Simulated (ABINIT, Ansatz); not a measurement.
**Hf (Im-3m): from the cell to the phonon bands**

How does Hf (Im-3m) vibrate, and is this structure a minimum?

Calculated with ABINIT 10.8.3; DFT LDA, scalar-relativistic, plane waves, PseudoDojo norm-conserving pseudopotentials.

This is not the structure that Hf takes at ambient pressure and room temperature (hexagonal, No. 194); it is a model or a phase of other conditions.

### 1. Starting point

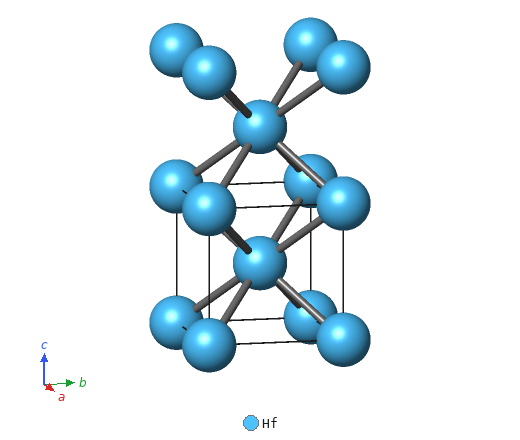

Start, viewed slightly off an axis; hafnium blue. 1×1×2 cells are drawn. This picture shows the conventional cell, with its axes. Some periodic images of atoms are drawn too.

### 2. Relaxation

The harmonic expansion needs vanishing forces, and a free crystal bears no stress, so cell and atoms are brought to rest. Stress is more sensitive to the basis than forces are: the last 3 Ha under the cutoff are smoothed with ecutsm, and the cutoff is raised above that of the later runs.

The starting cell comes from a relaxation made beforehand in Ansatz (LDA, PseudoDojo NC).

The input, relax.abi:

```
# relaxation
ionmov 2
optcell 2
dilatmx 1.08
ntime 40
tolmxf 1.0d-05
tolvrs 1.0d-14
prtwf 0
prtden 0
chksymtnons 0

# basis, mesh and filling
ecut 32.0
ecutsm 3.0
ngkpt 12 12 12
nshiftk 1
shiftk 0.0 0.0 0.0
istwfk *1
occopt 7
tsmear 0.01
nband 12
nstep 100
diemac 1000000.0
prtebands 0
prtgsr 0
useylm 1

# cell and atoms
acell 5.61110497 5.61110497 5.61110497
rprim 
    0.5773502692 0.5773502692 0.5773502692
    -0.5773502692 0.5773502692 0.5773502692
    -0.5773502692 -0.5773502692 0.5773502692
ntypat 1
znucl 72
natom 1
typat 1
xred 
    0.0 0.0 0.0
pp_dirpath "./pseudo"
pseudos "Hf.upf"
```

Launch:

```bash
$ OMP_NUM_THREADS=1 mpirun -n 4 abinit relax.abi > relax.log
```

Numbers of over 12 decimals in the logs are rounded to 6 here.

relax.abo, the main output file:

```text
[banners, grids, parts of the stress and lines that vanish by symmetry left out]
- input  file    -> relax.abi
- output file    -> relax.abo
- root for input  files -> relaxi
[...]
Symmetries : space group Im -3 m (#229); Bravais cI (body-center cubic)
[...]
mpw =        1508          nfft =       32768          nkpt =          72
[...]
== DATASET  1 ==================================================================
[...]
cutoff_energies: {ecut:  32.0, pawecutdg:  -1.0, }
[...]
ETOT  1  -56.427715797279    -5.643E+01 1.687E-01 1.114E+01
 ETOT  2  -56.442826701385    -1.511E-02 1.357E-02 5.308E-01
 ETOT  3  -56.442918807091    -9.211E-05 1.901E-03 6.778E-04
 ETOT  4  -56.442918947654    -1.406E-07 3.305E-03 4.512E-06
 ETOT  5  -56.442918948245    -5.916E-10 5.609E-04 2.077E-08
[...]
At SCF step    8       vres2   =  6.06E-16 < tolvrs=  1.00E-14 =>converged.
[...]
sigma(1 1)= -9.88074021E-06  sigma(3 2)=  0.00000000E+00
  sigma(2 2)= -9.88074021E-06  sigma(3 1)=  0.00000000E+00
  sigma(3 3)= -9.88074021E-06  sigma(2 1)=  0.00000000E+00
[...]
convergence: {deltae:  2.487E-13, res2:  6.056E-16, residm:  8.913E-04, diffor: null, }
etotal    :  -5.64429189E+01
[...]
ETOT  1  -56.442918587990    -5.644E+01 3.867E-04 9.638E-03
[...]
At SCF step    7       vres2   =  1.35E-16 < tolvrs=  1.00E-14 =>converged.
[...]
sigma(1 1)= -6.42138230E-06  sigma(3 2)=  0.00000000E+00
  sigma(2 2)= -6.42138230E-06  sigma(3 1)=  0.00000000E+00
  sigma(3 3)= -6.42138230E-06  sigma(2 1)=  0.00000000E+00
[...]
convergence: {deltae:  2.203E-13, res2:  1.351E-16, residm:  1.138E-05, diffor: null, }
etotal    :  -5.64429199E+01
[...]
ETOT  1  -56.442915983279    -5.644E+01 9.055E-06 3.344E-02
[...]
ETOT  6  -56.442920656264     1.783E-12 2.848E-06 1.865E-13
 ETOT  7  -56.442920656265    -8.740E-13 1.201E-05 4.700E-16
 At SCF step    7       vres2   =  4.70E-16 < tolvrs=  1.00E-14 =>converged.
[...]
sigma(1 1)= -1.45813194E-08  sigma(3 2)=  0.00000000E+00
  sigma(2 2)= -1.45813194E-08  sigma(3 1)=  0.00000000E+00
  sigma(3 3)= -1.45813194E-08  sigma(2 1)=  0.00000000E+00
[...]
convergence: {deltae: -8.740E-13, res2:  4.700E-16, residm:  1.201E-05, diffor: null, }
etotal    :  -5.64429207E+01
[...]
At Broyd/MD step   3, gradients are converged :
[...]
sigma(1 1)= -1.45813194E-08  sigma(3 2)=  0.00000000E+00
  sigma(2 2)= -1.45813194E-08  sigma(3 1)=  0.00000000E+00
  sigma(3 3)= -1.45813194E-08  sigma(2 1)=  0.00000000E+00
[...]
- sigma(1 1)= -4.28997228E-04  sigma(3 2)=  0.00000000E+00
- sigma(2 2)= -4.28997228E-04  sigma(3 1)=  0.00000000E+00
- sigma(3 3)= -4.28997228E-04  sigma(2 1)=  0.00000000E+00
[...]
fcart     -0.0000000000E+00 -0.0000000000E+00 -0.0000000000E+00
           strten     -1.4581319418E-08 -1.4581319412E-08 -1.4581319421E-08
================================================================================

[key lines of the parts left out:]
pressure_GPa:   4.2900E-04
Total energy (etotal) [Ha]= -5.64429206562648E+01
```

Elapsed: 16 s, on 4 MPI ranks of Arm Neoverse V1, shared host; 65 s of CPU time.

Little changed from the start: no atom moved by 0.005 Å and no cell edge by 0.1 %.

Numbers from this step:

```yaml
volume_per_atom: 20.20 Å³
pressure: 4.29e-4 GPa
gap_on_the_k_mesh: 0 eV
```

The volume changes by +0.3 % from the cell with which this run began.

### 3. Self-consistent run for the response

First-order wavefunctions inherit every error of the ground state, hence the very tight tolvrs. Occupations are smeared.

The input, gs.abi:

```
# ground state
tolvrs 1.0d-16
prtden 1
prtwf 1

# basis, mesh and filling
ecut 25.0
ngkpt 12 12 12
nshiftk 1
shiftk 0.0 0.0 0.0
istwfk *1
occopt 7
tsmear 0.01
nband 12
nstep 100
diemac 1000000.0
prtebands 0
prtgsr 0
useylm 1

# cell and atoms
acell 5.615863478 5.615863478 5.615863478
rprim 
    0.5773502692 0.5773502692 0.5773502692
    -0.5773502692 0.5773502692 0.5773502692
    -0.5773502692 -0.5773502692 0.5773502692
ntypat 1
znucl 72
natom 1
typat 1
xred 
    0.0 0.0 0.0
pp_dirpath "./pseudo"
pseudos "Hf.upf"
```

Launch:

```bash
$ OMP_NUM_THREADS=1 mpirun -n 4 abinit gs.abi > gs.log
```

gs.abo, the main output file:

```text
[banners, grids, parts of the stress and lines that vanish by symmetry left out]
- input  file    -> gs.abi
- output file    -> gs.abo
- root for input  files -> gsi
[...]
Symmetries : space group Im -3 m (#229); Bravais cI (body-center cubic)
[...]
mpw =         856          nfft =       19683          nkpt =          72
[...]
== DATASET  1 ==================================================================
[...]
cutoff_energies: {ecut:  25.0, pawecutdg:  -1.0, }
[...]
ETOT  1  -56.428838139743    -5.643E+01 2.705E-01 6.984E+00
 ETOT  2  -56.442620017149    -1.378E-02 1.610E-02 3.889E-01
 ETOT  3  -56.442731668484    -1.117E-04 1.196E-03 9.472E-04
 ETOT  4  -56.442731967128    -2.986E-07 2.348E-03 2.571E-06
 ETOT  5  -56.442731967748    -6.191E-10 2.570E-04 2.208E-08
 ETOT  6  -56.442731967752    -4.398E-12 6.321E-04 1.213E-10
 ETOT  7  -56.442731967753    -8.669E-13 1.359E-04 9.656E-15
 ETOT  8  -56.442731967752     9.663E-13 1.588E-04 8.278E-17
 At SCF step    8       vres2   =  8.28E-17 < tolvrs=  1.00E-16 =>converged.
[...]
sigma(1 1)=  1.90613346E-05  sigma(3 2)=  0.00000000E+00
  sigma(2 2)=  1.90613346E-05  sigma(3 1)=  0.00000000E+00
  sigma(3 3)=  1.90613346E-05  sigma(2 1)=  0.00000000E+00
[...]
convergence: {deltae:  9.663E-13, res2:  8.278E-17, residm:  1.588E-04, diffor: null, }
etotal    :  -5.64427320E+01
[...]
sigma(1 1)=  1.90613346E-05  sigma(3 2)=  0.00000000E+00
  sigma(2 2)=  1.90613346E-05  sigma(3 1)=  0.00000000E+00
  sigma(3 3)=  1.90613346E-05  sigma(2 1)=  0.00000000E+00
[...]
- sigma(1 1)=  5.60803826E-01  sigma(3 2)=  0.00000000E+00
- sigma(2 2)=  5.60803826E-01  sigma(3 1)=  0.00000000E+00
- sigma(3 3)=  5.60803826E-01  sigma(2 1)=  0.00000000E+00
[...]
fcart     -0.0000000000E+00 -0.0000000000E+00 -0.0000000000E+00
           strten      1.9061334625E-05  1.9061334625E-05  1.9061334625E-05
================================================================================

[key lines of the parts left out:]
pressure_GPa:  -5.6080E-01
```

The job ended after 7.2 s (4 MPI ranks).

Numbers from this step:

* pressure: -0.5608 GPa

The cell stands at -0.56 GPa: the relaxation ran with a smoothed and higher cutoff, and the difference is a stress of the finite basis.

(Part 1 of 4 ends here.)

[Host names and launcher messages were left out of these logs when they were recorded.]

[Logs are printed without paths, hosts, clocks, repeated set-up lines and the standing remarks that a program may print on its own settings, such as how far it seeks lower states.]

[Hosts, paths, dates, database ids (printed as entryN), source tags and the programs' standing remarks are cut or masked in the printed files.]
